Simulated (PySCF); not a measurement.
Hf(F)4, SMILES [F][Hf]([F])([F])[F] (F₄Hf), PBE0/def2-SVP optimised geometry. Atoms within 1.6 Å of the plane z = 1.2 Å (x, y, z in Å): Hf1 (-0.64, -0.90, 0.00), F2 (1.27, -0.90, 0.00), F4 (-1.27, 0.90, 0.00), F5 (-1.27, -1.79, 1.56).

Computed with PBE0/def2-TZVP, def2 effective core potentials past Kr (PySCF 2.14.0). The core electrons that the potentials of Hf replace are not part of the density. Cells within 0.4 Å of a nucleus heavier than hydrogen are left out (blank, or x).

Map of the log10 of the electron density (e/bohr³), floored at −4 on the plane z = 1.2 Å:

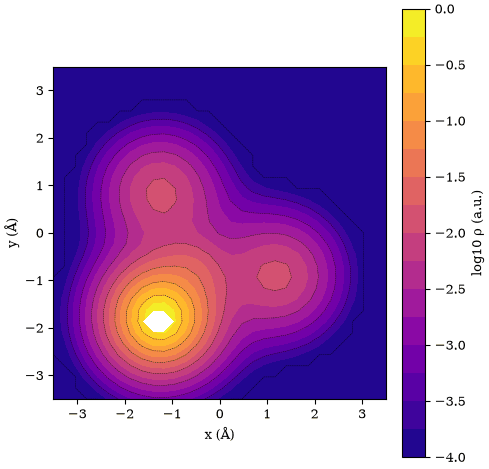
Figure: Log10 of the electron density (e/bohr³), floored at −4 on the plane z = 1.2 Å.
